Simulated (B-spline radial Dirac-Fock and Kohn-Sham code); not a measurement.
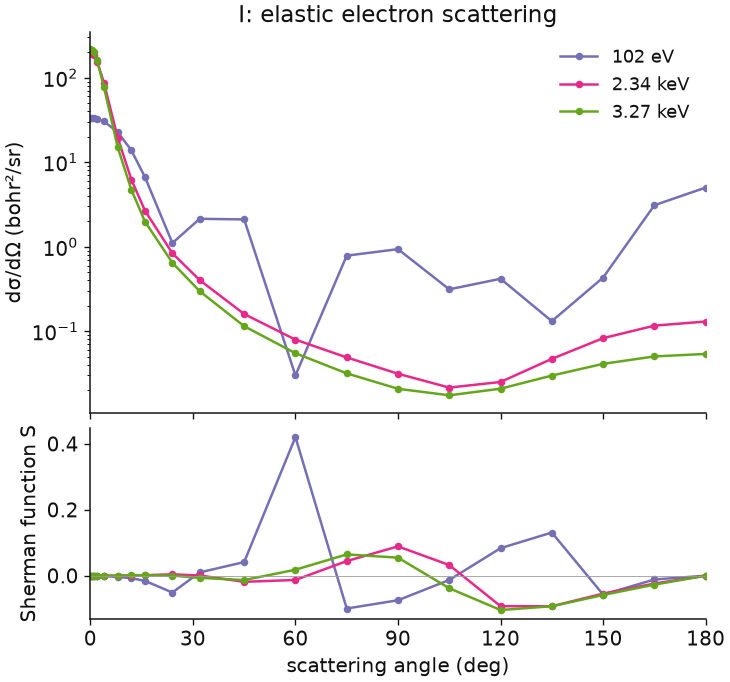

Differential cross section for elastic electron scattering and the Sherman function against angle at 102 eV, 2.34 keV and 3.27 keV, computed at the marked angles. System: neutral I. Level of theory: Dirac partial waves in the static Dirac–Fock field with Furness–McCarthy exchange, no polarisation or absorption; calculated with a radial B-spline solver.

### By what factor does the cross section at 102 eV drop from 0° to 180°?

From 33.4 to 5.0 bohr²/sr, a factor of 6.7. The model is rough under about 200 eV.

### Where are the minima at 102 eV?

Near 24° (1.1 bohr²/sr), 60° (0.030 bohr²/sr), 105° (0.31 bohr²/sr) and 135° (0.13 bohr²/sr), to the spacing of the grid. The model is rough under about 200 eV.
